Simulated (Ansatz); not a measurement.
**wB97X/def2-SVP (core potential) run of BI3 (boron triiodide)**

Aim: the vertical singlet–triplet gap of BI3 (boron triiodide) at wB97X/def2-SVP (core potential), from 2 runs. 

The calculation is run with Ansatz 0.2.0.

35 further runs of the same task are left out: 1 that didn't finish, 34 set aside as unsound or not needed.

### 1 The molecule

BI3 has 4 atoms, charge 0, and is taken as a singlet. SMILES: `IB(I)I`. Geometry: relaxed at PBE0-D4/def2-TZVP.

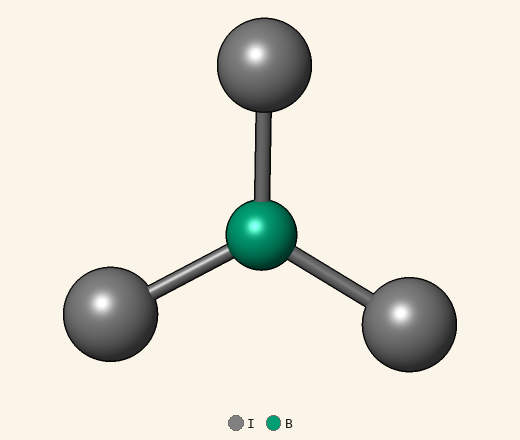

Viewed from a chosen angle; iodine grey, boron teal.

### 2 A single-point energy at wB97X/def2-SVP (core potential)

molecule.yaml reads:

```yaml
crystal:
  periodic: [false, false, false]
  atoms:
    - {symbol: I, position_ang: [-1.308500, -0.295200, 1.615600]}
    - {symbol: B, position_ang: [0.013900, -0.015100, -0.005100]}
    - {symbol: I, position_ang: [1.876800, -1.006300, -0.030300]}
    - {symbol: I, position_ang: [-0.526500, 1.256300, -1.600500]}
basis:
  gaussian:
    orbitals: def2-SVP
total_charge: 0
hamiltonian:
  xc: {name: wB97X}
accuracy: high
output: {orbitals: {seedname: orbitals}}
```

On the command line:

```sh
$ ansatz run molecule.yaml --threads 1 --pin off --max-ram 3480MiB --events-out events.jsonl --progress --plain --runs-dir runs
```

Log:

```text
Warning: RAYON_NUM_THREADS=1 ignored (pool sized by the plan → 1); use --threads N
Functional definition: wB97X
  name "wB97X"
  parameter omega = 0.3/bohr
  parameter cx = 0.157706
  parameter cx1 = 0.726479
  parameter cx2 = 1.04760
  parameter cx3 = -5.70635
  parameter cx4 = 13.2794
  parameter css1 = -4.33879
  parameter css2 = 18.2308
  parameter css3 = -31.7430
  parameter css4 = 17.2901
  parameter cos1 = 2.37031
  parameter cos2 = -11.3995
  parameter cos3 = 6.58405
  parameter cos4 = -3.78132
  exchange = spin_sum(e_x_unif_sr(omega)*poly(b97_u_x, 1 - cx, cx1, cx2, cx3, cx4)) + cx*exact_x_sr(omega)
      + exact_x_lr(omega)
  correlation = spin_sum(e_c_pw_same_spin*poly(b97_u_same, 1, css1, css2, css3, css4))
      + integral(e_c_pw_opposite_spin*poly(b97_u_opposite, 1, cos1, cos2, cos3, cos4))
2268 factors; integrals over basis functions are off by at most 2.8e-9 eV
409 factors; integrals over basis functions are off by at most 1.4e-9 eV
mean field evaluation 1: about -24982.7081 eV, gradient 1.6e1 eV
mean field evaluation 2: about -24982.7104 eV, gradient 1.8e1 eV
mean field evaluation 4: about -24983.7032 eV, gradient 2.0e-1 eV
mean field evaluation 8: about -24983.7771 eV, gradient 5.3e-3 eV
mean field evaluation 16: about -24983.7771 eV, gradient 3.9e-6 eV
mean field -24983.77710895 eV, -918.1368741417 hartree, gradient 5.8e-8 eV, S^2 0.000000; 0 other end points of the search recorded, 0 dependent functions left out
reference -24983.77710684 eV, -918.1368740639 hartree; 40, 40 occupied and 52, 52 virtual orbitals, 2268 factors
Total energy: -24983.77710684 eV, -918.1368740639 hartree
```

It took 35 s on 1 thread of Intel Xeon Platinum 8488C (Sapphire Rapids), shared host; peak memory 0.71 GiB.

### 3 The triplet

input.yaml reads:

```yaml
crystal:
  periodic: [false, false, false]
  atoms:
    - {symbol: I, position_ang: [-1.308500, -0.295200, 1.615600]}
    - {symbol: B, position_ang: [0.013900, -0.015100, -0.005100]}
    - {symbol: I, position_ang: [1.876800, -1.006300, -0.030300]}
    - {symbol: I, position_ang: [-0.526500, 1.256300, -1.600500]}
basis:
  gaussian:
    orbitals: def2-SVP
magnetization:
  spin_polarized: true
  initial_magnetization: 2
hamiltonian:
  xc: {name: wB97X}
accuracy: high
output: {orbitals: {seedname: orbitals}}
```

On the command line:

```sh
$ ansatz run input.yaml --threads 1 --pin off --max-ram 3480MiB --events-out events.jsonl --progress --plain --runs-dir runs
```

Log:

```text
Warning: RAYON_NUM_THREADS=1 ignored (pool sized by the plan → 1); use --threads N
[... 17 set-up lines as earlier in the session ...]
      + exact_x_lr(omega)
[... 1 set-up line as earlier in the session ...]
      + integral(e_c_pw_opposite_spin*poly(b97_u_opposite, 1, cos1, cos2, cos3, cos4))
2268 factors; integrals over basis functions are off by at most 2.8e-9 eV
409 factors; integrals over basis functions are off by at most 1.4e-9 eV
mean field evaluation 1: about -24979.5952 eV, gradient 5.4e0 eV
mean field evaluation 2: about -24979.9280 eV, gradient 1.8e0 eV
mean field evaluation 4: about -24979.9771 eV, gradient 3.7e-1 eV
mean field evaluation 8: about -24980.0632 eV, gradient 1.3e-2 eV
mean field evaluation 16: about -24980.0632 eV, gradient 2.5e-4 eV
mean field evaluation 32: about -24980.0632 eV, gradient 2.0e-6 eV
mean field -24980.06322203 eV, -918.0003913146 hartree, gradient 7.8e-8 eV, S^2 2.015614; 6 other end points of the search recorded, 0 dependent functions left out
reference -24980.06321996 eV, -918.0003912387 hartree; 41, 39 occupied and 51, 53 virtual orbitals, 2268 factors
Total energy: -24980.06321996 eV, -918.0003912387 hartree
```

Wall time 2.2 min (1 thread of Intel Xeon Platinum 8488C (Sapphire Rapids), shared host); peak memory 1.2 GiB.

### 4 Summary of results

Level: wB97X/def2-SVP (core potential).

| quantity | value |
| --- | --- |
| singlet: total energy | -918.13687 Eh |
| singlet: HOMO energy | -9.46 eV |
| singlet: LUMO energy | -0.43 eV |
| singlet: HOMO–LUMO gap | 9.03 eV |
| triplet: total energy | -918.00039 Eh |
| triplet: HOMO energy (highest over α and β) | -6.16 eV |
| triplet: LUMO energy (lowest over α and β) | -4.68 eV |
| triplet: ⟨S²⟩ | 2.016 |
| vertical energy of the triplet above the singlet | 3.714 eV |

In words: At this shape the triplet lies 3.71 eV (86 kcal/mol) above the singlet.
